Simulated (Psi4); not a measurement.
# SiHF (SMILES F[SiH]) at HF/def2-SVP

Aim: the vertical ionisation energy of SiHF at HF/def2-SVP, from 2 runs. 

The calculation is run with Psi4 1.11.

## Step 1: The system as given

The species is SiHF (3 atoms), meant as a singlet with charge 0. As SMILES, `F[SiH]`. The coordinates come from a PBE0-D4/def2-TZVP relaxation.

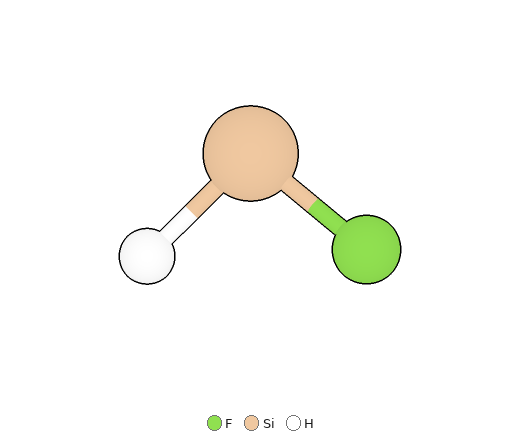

The structure, seen from a chosen angle (fluorine green, silicon light orange, hydrogen white).

## Step 2: A single-point energy at HF/def2-SVP

calc.dat

```
memory 1600 mb

molecule molecule1 {
  F     -1.090200     0.024400    -0.602300
  Si     0.186800     0.629400     0.173800
  H      0.892400    -0.718600     0.415300
  symmetry c1
}

set basis def2-SVP
set puream true
set scf_type pk

e_tot = energy('scf')
print_variables()
```

Launch:

```
$ psi4 calc.dat calc.out -n 1
```

calc.out:

```text
[...]
  Running in c1 symmetry.
[...]
  Nuclear repulsion =   48.194575348987868
[...]
  Multiplicity = 1
[...]
  Nalpha       = 12
  Nbeta        = 12
[...]
    Number of basis functions: 37
[...]
   @RHF iter   1:  -388.74172017249896   -7.17663e-01   7.53503e-03 DIIS/ADIIS
[...]
   @RHF iter   7:  -388.77235906874819   -1.41379e-08   6.24179e-07 DIIS
[...]
    Orbital Energies [Eh]
    ---------------------
    Doubly Occupied:
       1A    -68.818258     2A    -26.278373     3A     -6.183687
       4A     -4.290330     5A     -4.290163     6A     -4.287171
       7A     -1.558627     8A     -0.753963     9A     -0.671063
      10A     -0.654432    11A     -0.563123    12A     -0.350581
[...]
  @RHF Final Energy:  -388.77235906874819
   => Energetics <=
    Nuclear Repulsion Energy =             48.1945753489878683
    One-Electron Energy =                -636.5343053523250774
    Two-Electron Energy =                 199.5673709345889506
    Total Energy =                       -388.7723590687482442
[...]
 Multipole Moments:
 ------------------------------------------------------------------------------------
     Multipole            Electronic (a.u.)      Nuclear  (a.u.)        Total (a.u.)
 ------------------------------------------------------------------------------------
 L = 1.  Multiply by 2.5417464519 to convert [e a0] to [Debye]
 Dipole X            :         -1.6246684            2.1060013            0.4813329
 Dipole Y            :          0.7964283           -0.6919729            0.1044553
 Dipole Z            :         -0.0000000            0.0000000           -0.0000000
 Magnitude           :                                                    0.4925366
[...]
```

It took 1.5 s on 1 thread of Intel Xeon at 2.60GHz (Ice Lake), shared host; peak memory 0.19 GiB.

## Step 3: The doublet cation at the same level

fhsi.in

```
memory 1600 mb

molecule {
  1 2
  F     -1.090200     0.024400    -0.602300
  Si     0.186800     0.629400     0.173800
  H      0.892400    -0.718600     0.415300
  units angstrom
  symmetry c1
}

set reference uhf
set puream true
set scf_type pk
set maxiter 100

result, w = energy("scf/def2-SVP", return_wfn=True)
print_variables()
```

Launch:

```
$ psi4 -n 1 fhsi.in fhsi.out
```

fhsi.out:

```text
[...]
  Running in c1 symmetry.
[...]
  Nuclear repulsion =   48.194575348987868
[...]
  Multiplicity = 2
[...]
  Nalpha       = 12
  Nbeta        = 11
[...]
    Number of basis functions: 37
[...]
   @UHF iter   1:  -388.37985014275660   -3.55793e-01   8.87689e-03 ADIIS/DIIS
[...]
   @UHF iter  10:  -388.44899467425051   -1.81070e-08   8.29567e-07 DIIS
[...]
   @S^2 Observed:                7.748672129E-01
[...]
    Orbital Energies [Eh]
    ---------------------
    Alpha Occupied:
       1A    -69.179313     2A    -26.553491     3A     -6.540262
       4A     -4.650594     5A     -4.645330     6A     -4.642490
       7A     -1.826429     8A     -1.037157     9A     -0.943852
      10A     -0.913264    11A     -0.877597    12A     -0.723329
    Alpha Virtual:
      13A     -0.255548    14A     -0.140338    15A     -0.050680
      16A      0.037205    17A      0.205398    18A      0.273415
      19A      0.302054    20A      0.322593    21A      0.360035
      22A      0.383570    23A      0.392774    24A      0.571960
      25A      0.755875    26A      1.298020    27A      1.306140
[...]
  @UHF Final Energy:  -388.44899467425051
   => Energetics <=
    Nuclear Repulsion Energy =             48.1945753489878683
    One-Electron Energy =                -629.1319129458877342
    Two-Electron Energy =                 192.4883429226493661
    Total Energy =                       -388.4489946742504571
  UHF NO Occupations:
  HONO-2 :   10  A 1.9996213
  HONO-1 :   11  A 1.9879528
  HONO-0 :   12  A 1.0000000
  LUNO+0 :   13  A 0.0120472
  LUNO+1 :   14  A 0.0003787
[...]
 Multipole Moments:
 ------------------------------------------------------------------------------------
     Multipole            Electronic (a.u.)      Nuclear  (a.u.)        Total (a.u.)
 ------------------------------------------------------------------------------------
 L = 1.  Multiply by 2.5417464519 to convert [e a0] to [Debye]
 Dipole X            :         -0.2745435            2.1060013            1.8314579
 Dipole Y            :          1.3850942           -0.6919729            0.6931212
 Dipole Z            :         -0.0000000            0.0000000           -0.0000000
 Magnitude           :                                                    1.9582275
[...]
```

It took 1.6 s on 1 thread of Intel Xeon at 2.60GHz (Ice Lake), shared host; peak memory 0.19 GiB.

## Step 4: What came out

Level: HF/def2-SVP.

| quantity | value |
| --- | --- |
| singlet SiHF: total energy | -388.77236 Eh |
| singlet SiHF: dipole moment | 1.25 D |
| singlet SiHF: HOMO energy | -9.54 eV |
| singlet SiHF: LUMO energy | 0.73 eV |
| singlet SiHF: HOMO–LUMO gap | 10.27 eV |
| doublet cation: total energy | -388.44899 Eh |
| doublet cation: HOMO energy (highest over α and β) | -19.68 eV |
| doublet cation: LUMO energy (lowest over α and β) | -8.12 eV |
| doublet cation: ⟨S²⟩ | 0.775 |
| vertical ionisation energy (to the doublet cation) | 8.799 eV |

What this shows: The vertical ionisation energy comes to 8.80 eV (849 kJ/mol). The negative HOMO energy of the first species, 9.54 eV, lies 0.74 eV above that difference.
